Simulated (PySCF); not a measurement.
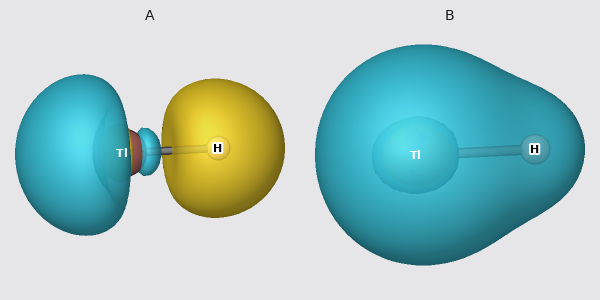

The picture shows: TlH. Two frontier orbitals, each drawn at the value that holds 80 % of its norm (yellow and cyan are the two phases), in no order; of a degenerate pair one member is drawn.

Core potentials replace the inner electrons of Tl.

Method: PySCF 2.14.0, PBE0/cc-pVDZ(-PP), non-relativistic Hamiltonian with scalar-relativistic core potentials where named, at a bond length of 1.915 Å.

Label each orbital by symmetry, say whether it is occupied, and order them by energy.

Orbital B: σ, occupied, −11.04 eV; mainly on Tl (85 %).
Orbital A: σ, occupied, −5.67 eV; shared between the atoms (Tl 60 %, H 40 %).
